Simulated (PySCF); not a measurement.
Breaking a bond: H3B, SMILES B. The B1–H4 bond (B1 also carries H, H; H4 carries nothing else) is pulled apart rigidly from the PBE0/def2-TZVP optimised geometry.

Levels: UKS-wB97X-V = unrestricted wB97X-V/cc-pVTZ (PySCF 2.14.0); RKS-PBE0 = restricted PBE0/cc-pVTZ (PySCF); UHF/cc-pVTZ (PySCF).

Magnitude of the dipole moment (D; its direction can reverse along the curve, and a method can change to another solution) and Mulliken charge of the fragment that holds B1:

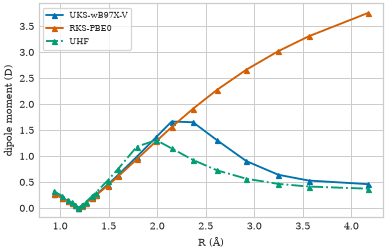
Figure: Dipole moment against bond length.

```tsv
R / Å	μ UKS-wB97X-V	q UKS-wB97X-V	μ RKS-PBE0	q RKS-PBE0	μ UHF	q UHF
0.94	0.27	-0.15	0.26	-0.15	0.32	-0.12
1.02	0.20	-0.10	0.19	-0.10	0.23	-0.08
1.08	0.14	-0.08	0.13	-0.08	0.16	-0.06
1.12	0.09	-0.06	0.09	-0.06	0.11	-0.05
1.15	0.06	-0.05	0.05	-0.05	0.06	-0.04
1.19	0.00	-0.04	0.00	-0.04	0.01	-0.03
1.23	0.05	-0.03	0.05	-0.02	0.06	-0.02
1.27	0.10	-0.02	0.10	-0.01	0.12	-0.01
1.33	0.19	0.00	0.18	0.00	0.22	0.01
1.37	0.25	0.01	0.24	0.01	0.30	0.02
1.49	0.45	0.03	0.43	0.03	0.53	0.05
1.60	0.64	0.05	0.61	0.04	0.75	0.07
1.79	0.98	0.07	0.94	0.06	1.18	0.10
1.99	1.36	0.09	1.28	0.08	1.31	0.10
2.15	1.66	0.11	1.55	0.10	1.15	0.07
2.37	1.65	0.10	1.91	0.11	0.92	0.05
2.62	1.30	0.06	2.28	0.13	0.72	0.03
2.92	0.90	0.03	2.66	0.14	0.56	0.01
3.25	0.64	0.01	3.02	0.15	0.46	0.01
3.56	0.53	0.00	3.30	0.15	0.41	0.00
4.17	0.46	0.00	3.75	0.16	0.37	0.00
```

The unrestricted determinant behind UKS-wB97X-V is spin-contaminated at 2.37 to 4.17 Å (<S²> up to 1.0, against 0.00 for a pure singlet). At the longest distance RKS-PBE0 leaves fractional charges on the fragments, a sign of delocalisation error or of the restricted form. The restricted form behind RKS-PBE0 keeps the bonding electrons paired and can't separate into open-shell fragments. The unrestricted determinant behind UHF is spin-contaminated at 1.99 to 4.17 Å (<S²> up to 1.0, against 0.00 for a pure singlet).
